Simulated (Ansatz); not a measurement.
Consider AlClH4O.

Input file:

```
crystal:
  periodic: [false, false, false]
  atoms:
    - { symbol: Al, position_ang: [0.058061, 0.463902, -0.476148] }
    - { symbol: O, position_ang: [-0.03823, -0.05796, 2.430975] }
    - { symbol: H, position_ang: [-0.972922, -0.192549, 2.636079] }
    - { symbol: H, position_ang: [1.460717, -0.119249, -0.90284] }
    - { symbol: H, position_ang: [-1.374732, -0.115483, -0.792257] }
    - { symbol: Cl, position_ang: [0.067938, 2.47933, 0.419188] }
    - { symbol: H, position_ang: [0.062768, 0.921908, 2.461603] }
basis:
  gaussian: { orbitals: def2-SVP }
hamiltonian:
  xc: pbe0
  dispersion: d4
relax:
  f_tol: 0.03
  max_steps: 50
output:
  orbitals: {}
```

Run with:

```sh
ansatz run input.yaml --threads 1 --pin off --max-ram 2048MiB --backend cpu --events-out ev --progress --plain --runs-dir out
```

The fields are those of the run's last geometry, not of the input's.

Method: RKS PBE0-D4/def2-SVP in Ansatz 0.2.0.

**What can the converged electron density and electron localisation function tell about the bonding?**

Al–O (2.01 Å): the density is about 0.41 e/Å³ at the midpoint; the ELF peaks at about 0.90 in the valence shell of O, 0.7 Å from its nucleus, and is about 0.45 at the midpoint.
Al–Cl (2.17 Å): the density is about 0.62 e/Å³ at the midpoint; the ELF peaks at about 0.90 in the valence shell of Cl, 1.0 Å from its nucleus, and is about 0.80 at the midpoint.
O–H (0.97 Å): ρ at the midpoint is about 3.7 e/Å³; the ELF climbs to about 1 towards the hydrogen, as it does in any bond to H: a covalent bond by its length.

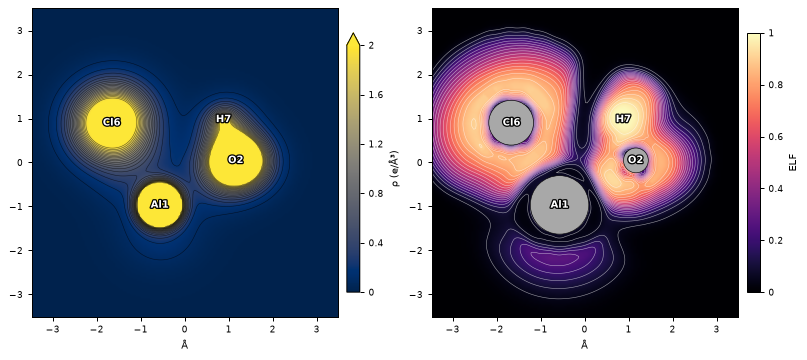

Computed electron density and electron localisation function on the plane of atoms O2, Al1 and Cl6, in this order. Grey discs cover the atomic cores in the ELF map. 
